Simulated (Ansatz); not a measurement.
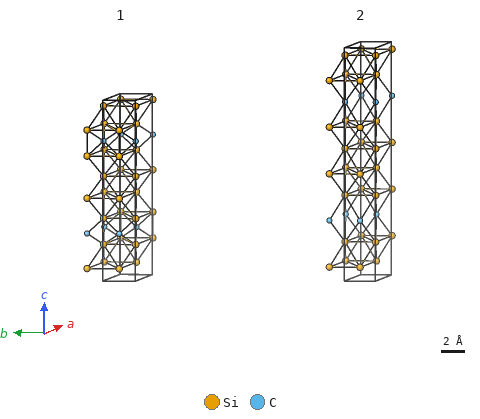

Two geometries of crystalline Si$_{4}$C (a generated structure, set up in P6_3/mmc) (coarse preliminary run), drawn at one scale. One is the start of a relaxation, the other its converged end. Style: ball-and-stick. Shown: the cell of the calculation, repeated 2 × 2 × 1 with one cell outlined, from a free direction.

Theory: DFT PBE, scalar-relativistic, plane waves, PAW in Ansatz. Settings: plane-wave cutoff 420 eV; k-point mesh 6 × 6 × 1; occupations gaussian; smearing width 0.1 eV; no spin polarisation; cell and atoms relaxed; force threshold 0.04 eV/Å; at most 70 steps.

Question: Which of the two is the end point?

Answer: Structure 1 is the relaxed one. The largest moves relative to the cell, 0.47 Å, are those of Si atoms. C stays in place. The volume changes by −14.5 %, with a = b 2.790 → 2.931 Å (+5.1 %), c 21.842 → 16.926 Å (−22.5 %). Among the contacts that change: Si–Si 4.368 → 2.437 Å, C–Si 2.714 → 2.085 Å, Si–Si 2.714 → 2.533 Å, Si–Si 2.790 → 2.931 Å. Among the angles between lasting bonds that change: Si–Si–Si 61.9° → 70.7°, Si–Si–Si 107.2° → 98.8°, Si–Si–Si 61.9° → 66.5°. The space group stays P6_3/mmc (No. 194). Over 18 accepted moves (21 points after the start) the energy falls by 7.977 eV per cell of the calculation. Largest force component: 1.5 eV/Å at the start, 0.011 eV/Å at the end. The pressure goes from −10.16 to 0.09 GPa. The line search rejected the trial steps at points 5, 8 of the run. At 1 point the geometry stayed and the basis and grid were re-selected for the new cell (energy shift of 3.8 meV per cell of the calculation at most each time). Cost: 41 s on 1 thread of Intel(R) Xeon(R) Platinum 8488C (Sapphire Rapids), with other jobs on the host, peak memory 0.45 GiB.

Limits of the set-up: the k-point mesh is coarse for a cell with partly filled bands.
